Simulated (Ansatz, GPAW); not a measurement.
# Work function of a 9-layer slab of Mo(100) at several levels, part 3 of 4

Wanted: work functions and dipole of a 9-layer slab of Mo(100), with the cost of each level.

GPAW 26.7.0 and Ansatz 0.2.0; Ansatz plane waves; slab in vacuum with a dipole correction, relaxation (the session's first sound run).

So far, upper work function (eV): step 2 (relaxing the atoms, PBE) 3.88; step 3 (the slab's potential, PBE, GPAW) 3.87; step 4 (self-consistent run: xc = "revPBE") 3.72; step 5 (self-consistent run: xc = "vdW-DF2", GPAW, PAW setups, GPAW) 4.33.

## (6) OptPBE vdW: xc = "optPBE-vdW"

Level of this step: GPAW, PAW setups; slab in vacuum (GPAW).

The same geometry under optPBE-vdW, to see how far the functional moves the levels against the vacuum (the van der Waals functionals take revPBE setups).

run.py

```python
import json
import numpy as np
from ase import Atoms
from gpaw import GPAW, PW

slab = Atoms(
    ['Mo', 'Mo', 'Mo', 'Mo', 'Mo', 'Mo', 'Mo', 'Mo', 'Mo'],
    positions=[
        [0.00000, 0.00000, 8.00000],
        [1.57500, 1.57500, 9.57500],
        [0.00000, 0.00000, 11.15000],
        [1.57500, 1.57500, 12.72500],
        [0.00000, 0.00000, 14.30269],
        [1.57500, 1.57500, 15.89322],
        [0.00000, 0.00000, 17.46203],
        [1.57500, 1.57500, 19.09374],
        [-0.00000, 0.00000, 20.48468]],
    cell=[[3.15, 0.0, 0.0], [0.0, 3.15, 0.0], [0.0, 0.0, 28.6]],
    pbc=[True, True, False])

slab.calc = GPAW(mode=PW(400), xc='optPBE-vdW', kpts={'size': (10, 10, 1), 'gamma': True},
                 occupations={'name': 'fermi-dirac', 'width': 0.1}, nbands='160%',
                 convergence={'density': 1e-05}, maxiter=200,
                 poissonsolver={'dipolelayer': 'xy'},
                 symmetry={'tolerance': 1e-3}, txt='slab.txt')
result = {}
energy = slab.get_potential_energy()
fermi = slab.calc.get_fermi_level()
v = slab.calc.get_electrostatic_potential().mean((0, 1)) - fermi
n = slab.calc.get_pseudo_density().mean((0, 1))
L = slab.cell[2, 2]
z = np.arange(len(v)) * L / len(v)
low, high = slab.positions[:, 2].min(), slab.positions[:, 2].max()
below, above = np.interp([low - 5.8, high + 5.8], z, v)
slopes = [np.interp(x, z, np.gradient(v, z)) for x in (low - 5.8, high + 5.8)]
eps = np.array([[slab.calc.get_eigenvalues(k, s) for k in range(len(slab.calc.get_ibz_k_points()))]
                for s in range(slab.calc.get_number_of_spins())]) - fermi
top, bottom = eps[eps < 0].max(), eps[eps > 0].min()
dipole = slab.get_dipole_moment()[2]
print(f'energy {energy:.4f} eV, Fermi level {fermi:.4f} eV, dipole {dipole:.5f} e A')
print(f'potential 5.8 A off the faces, from the Fermi level: lower {below:.4f} eV, upper {above:.4f} eV')
print(f'slope of the potential there: lower {slopes[0]:.5f}, upper {slopes[1]:.5f} eV/A')
print(f'nearest levels on the mesh: {top:.4f} and {bottom:.4f} eV')
print('magnetic moment', round(slab.get_magnetic_moment(), 3))
result.update(energy=energy, fermi=fermi, dipole=dipole, below=below, above=above, slopes=slopes, edges=[top, bottom],
              z=z.tolist(), v=v.tolist(), n=n.tolist(), positions=slab.positions.tolist(),
              forces=slab.get_forces(apply_constraint=False).tolist(), moments=slab.get_magnetic_moments().tolist())
json.dump(result, open('result.json', 'w'))
```

Run with:

```
> OMP_NUM_THREADS=1 OPENBLAS_NUM_THREADS=1 python run.py
```

Log:

```text
energy -217.8100 eV, Fermi level 4.6498 eV, dipole 0.00282 e A
potential 5.8 A off the faces, from the Fermi level: lower 4.1674 eV, upper 4.1166 eV
slope of the potential there: lower -0.00062, upper 0.00063 eV/A
nearest levels on the mesh: -0.0083 and 0.0100 eV
magnetic moment 0.0
```

It took 8.9 min on 1 thread of INTEL XEON PLATINUM 8581C at 2.10GHz (Emerald Rapids), shared host; peak memory 0.56 GiB.

Numbers from this step:

```
dipole along the normal                    : 0.002816 e·Å
levels nearest the Fermi level on the mesh : -0.008278, 0.01005 eV from the Fermi level
upper work function                        : 4.117 eV
lower work function                        : 4.167 eV
```

The electrostatic potential energy of an electron (without an applied field's), less the Fermi level, planar mean oscillates, so the rows of the table below give means over windows of 1.59 Å about each position, cut where the curve ends. Its maxima inside the range that stand out by 2 % of the span (Å: eV): 8.8: -7.36, 10.4: -7.90, 12.0: -7.87, 13.6: -7.88, 15.1: -7.69, 16.6: -7.94, 18.3: -7.12, 19.8: -10.6. Its minima: 8.1: -19.0, 9.5: -19.5, 11.1: -19.7, 12.7: -19.7, 14.3: -19.7, 15.9: -19.6, 17.5: -19.6, 19.1: -19.8, 20.4: -19.4.

Table of electrostatic potential energy of an electron (without an applied field's), less the Fermi level, planar mean by z; means over each step:

```
z (Å)  electrostatic potential energy of an electron (without an applied field's), less the Fermi level, planar mean (eV)
 0.80                                                                                                                4.16
 2.39                                                                                                                4.17
 3.98                                                                                                                4.15
 5.57                                                                                                                3.83
 7.16                                                                                                               -4.48
 8.75                                                                                                               -13.1
10.34                                                                                                               -13.6
11.93                                                                                                               -13.5
13.52                                                                                                               -13.5
15.11                                                                                                               -13.3
16.70                                                                                                               -13.5
18.29                                                                                                               -12.8
19.88                                                                                                               -15.5
21.47                                                                                                               -2.67
23.06                                                                                                                3.87
24.65                                                                                                                4.11
26.24                                                                                                                4.12
27.83                                                                                                                4.12
```

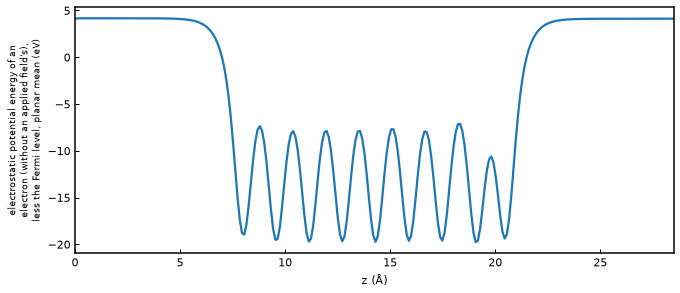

Electrostatic potential energy of an electron (without an applied field's), less the Fermi level, planar mean, plotted against z.

The upper face's work function is 4.117 eV, against 3.872 eV in the first plane-wave PBE run at this geometry.

## (7) Self-consistent run: xc = "RPBE"

The same geometry under RPBE, to see how far the functional moves the levels against the vacuum.

Changes to run.py since step 6:

```diff
@@ -20,3 +20,3 @@
 
-slab.calc = GPAW(mode=PW(400), xc='optPBE-vdW', kpts={'size': (10, 10, 1), 'gamma': True},
+slab.calc = GPAW(mode=PW(400), xc='RPBE', kpts={'size': (10, 10, 1), 'gamma': True},
                  occupations={'name': 'fermi-dirac', 'width': 0.1}, nbands='160%',
```

Log:

```text
energy -92.0746 eV, Fermi level 4.8857 eV, dipole 0.00375 e A
potential 5.8 A off the faces, from the Fermi level: lower 3.7622 eV, upper 3.6944 eV
slope of the potential there: lower -0.00047, upper 0.00045 eV/A
nearest levels on the mesh: -0.0019 and 0.0047 eV
magnetic moment 0.0
```

Elapsed: 6.4 min, on 1 thread; peak memory 0.41 GiB.

This step gave:

| Quantity | Value |
| --- | --- |
| dipole along the normal | 0.003748 e·Å |
| levels nearest the Fermi level on the mesh | -0.001912, 0.004714 eV from the Fermi level |
| upper work function | 3.694 eV |
| lower work function | 3.762 eV |

The electrostatic potential energy of an electron (without an applied field's), less the Fermi level, planar mean oscillates, so the rows of the table below give means over windows of 1.59 Å about each position, cut where the curve ends. Its maxima inside the range that stand out by 2 % of the span (Å: eV): 8.8: -7.44, 10.4: -7.98, 12.0: -7.94, 13.6: -7.95, 15.1: -7.76, 16.6: -8.01, 18.3: -7.19, 19.8: -10.7. Its minima: 8.1: -19.1, 9.5: -19.6, 11.1: -19.8, 12.7: -19.8, 14.3: -19.8, 15.9: -19.7, 17.5: -19.7, 19.1: -19.9, 20.4: -19.5.

Table of electrostatic potential energy of an electron (without an applied field's), less the Fermi level, planar mean by z; means over each step:

```
z (Å)  electrostatic potential energy of an electron (without an applied field's), less the Fermi level, planar mean (eV)
 0.80                                                                                                                3.76
 2.39                                                                                                                3.76
 3.98                                                                                                                3.75
 5.57                                                                                                                3.47
 7.16                                                                                                               -4.66
 8.75                                                                                                               -13.2
10.34                                                                                                               -13.7
11.93                                                                                                               -13.6
13.52                                                                                                               -13.6
15.11                                                                                                               -13.4
16.70                                                                                                               -13.6
18.29                                                                                                               -12.9
19.88                                                                                                               -15.6
21.47                                                                                                               -2.86
23.06                                                                                                                3.48
24.65                                                                                                                3.69
26.24                                                                                                                3.69
27.83                                                                                                                3.70
```

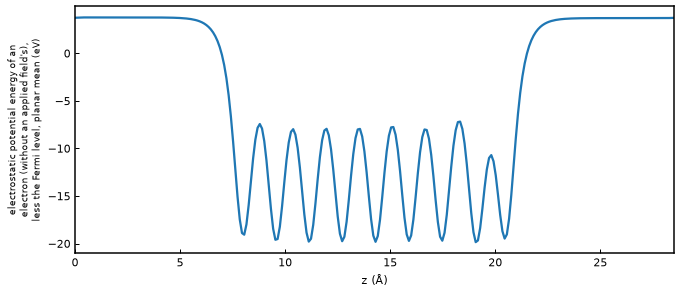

Electrostatic potential energy of an electron (without an applied field's), less the Fermi level, planar mean against z.

The upper face's work function is 3.694 eV, against 3.872 eV in the first plane-wave PBE run at this geometry.

## (8) Self-consistent run: xc = "LDA"

The same geometry under LDA, to see how far the functional moves the levels against the vacuum.

Changes to run.py since step 7:

```diff
@@ -20,3 +20,3 @@
 
-slab.calc = GPAW(mode=PW(400), xc='RPBE', kpts={'size': (10, 10, 1), 'gamma': True},
+slab.calc = GPAW(mode=PW(400), xc='LDA', kpts={'size': (10, 10, 1), 'gamma': True},
                  occupations={'name': 'fermi-dirac', 'width': 0.1}, nbands='160%',
```

Log:

```text
energy -107.4714 eV, Fermi level 4.4722 eV, dipole 0.00329 e A
potential 5.8 A off the faces, from the Fermi level: lower 4.2540 eV, upper 4.1945 eV
slope of the potential there: lower -0.00032, upper 0.00031 eV/A
nearest levels on the mesh: -0.0164 and 0.0025 eV
magnetic moment 0.0
```

It took 6.2 min on 1 thread; peak memory 0.41 GiB.

This step gave:

```yaml
dipole_along_the_normal: 0.003291 e·Å
levels_nearest_the_fermi_level_on_the_mesh: -0.01643, 0.002506 eV from the Fermi level
upper_work_function: 4.194 eV
lower_work_function: 4.254 eV
```

The upper face's work function is 4.194 eV, against 3.872 eV in the first plane-wave PBE run at this geometry.

## (9) Real-space grid: mode = "fd"

A real-space grid is a second complete basis, so it checks the plane-wave result.

Changes to run.py since step 8:

```diff
@@ -3,3 +3,3 @@
 from ase import Atoms
-from gpaw import GPAW, PW
+from gpaw import GPAW
 
@@ -20,3 +20,3 @@
 
-slab.calc = GPAW(mode=PW(400), xc='LDA', kpts={'size': (10, 10, 1), 'gamma': True},
+slab.calc = GPAW(mode='fd', h=0.18, xc='PBE', kpts={'size': (10, 10, 1), 'gamma': True},
                  occupations={'name': 'fermi-dirac', 'width': 0.1}, nbands='160%',
```

Log:

```text
energy -97.3043 eV, Fermi level -3.9036 eV, dipole 0.00360 e A
potential 5.8 A off the faces, from the Fermi level: lower 3.9363 eV, upper 3.8706 eV
slope of the potential there: lower -0.00026, upper 0.00025 eV/A
nearest levels on the mesh: -0.0157 and 0.0046 eV
magnetic moment 0.0
```

The job ended after 41 min (1 thread; peak memory 2 GiB).

Numbers from this step:

| Property | Result |
| --- | --- |
| dipole along the normal | 0.003599 e·Å |
| levels nearest the Fermi level on the mesh | -0.01574, 0.004648 eV from the Fermi level |
| upper work function | 3.871 eV |
| lower work function | 3.936 eV |

The upper face's work function is 3.871 eV, against 3.872 eV in the first plane-wave PBE run at this geometry.

## (10) The ladder

Times are for 1 thread of INTEL XEON PLATINUM 8581C at 2.10GHz (Emerald Rapids), shared host. The runs compared:

```
no.         run  upper work function (eV)  lower work function (eV)     time  memory (GiB)
  1          pw                     3.872                     3.936  6.9 min          0.41
  2      revPBE                     3.715                     3.785  6.7 min          0.41
  3     vdW DF2                     4.330                     4.372   10 min          0.56
  4  optPBE vdW                     4.117                     4.167  8.9 min          0.56
  5        RPBE                     3.694                     3.762  6.4 min          0.41
  6         LDA                     4.194                     4.254  6.2 min          0.41
  7          fd                     3.871                     3.936   41 min             2
```

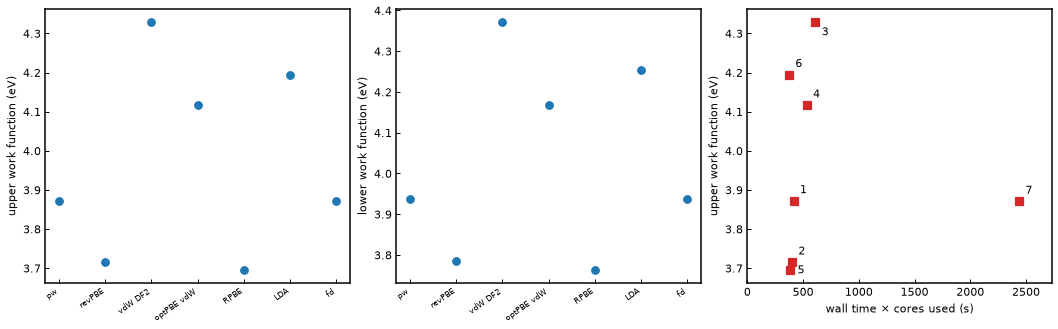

The series as plots; the last panel sets the first result against cost, with the runs numbered as in the table.

[end of part 3 of 4]

[Logs are printed without paths, hosts, clocks, repeated set-up lines and the standing remarks that a program may print on its own settings, such as how far it seeks lower states.]

[Hosts, paths, dates, database ids (printed as entryN), source tags and the programs' standing remarks are cut or masked in the printed files.]
